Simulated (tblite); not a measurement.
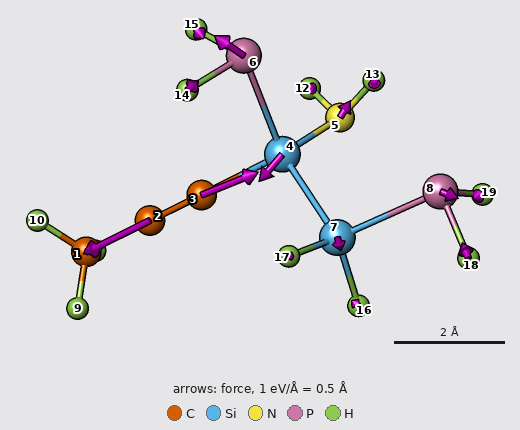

Starting geometry of C3H11NP2Si2 with the computed forces as purple arrows. Style: ball-and-stick. Shown at a tilt.

Method: tblite, GFN2-xTB geometry optimisation, gas phase. 

> What follows when this structure is relaxed?

It isn't relaxed: the largest force vector, on a C atom, is 3.17 eV/Å. The final displacements have little in common with the starting forces (cosine between the two patterns 0.07). The energy falls by 0.429 eV in 270 geometry steps. The atom that moves furthest after the best rigid fit is an H atom (2.85 Å). Largest moves by element: H 2.85 Å, P 1.99 Å, N 0.88 Å, Si 0.78 Å, C 0.73 Å. Some distances before and after: P–Si 2.209 → 2.260 Å, H–P 1.427 → 1.379 Å, C–C 1.478 → 1.445 Å, C–C 1.187 → 1.207 Å. Bond angles that change, for instance: Si–N–H 108.6° → 121.6°, Si–N–H 108.9° → 119.6°, N–Si–Si 114.4° → 106.6°. Groups turn about Si–Si by about 95°.
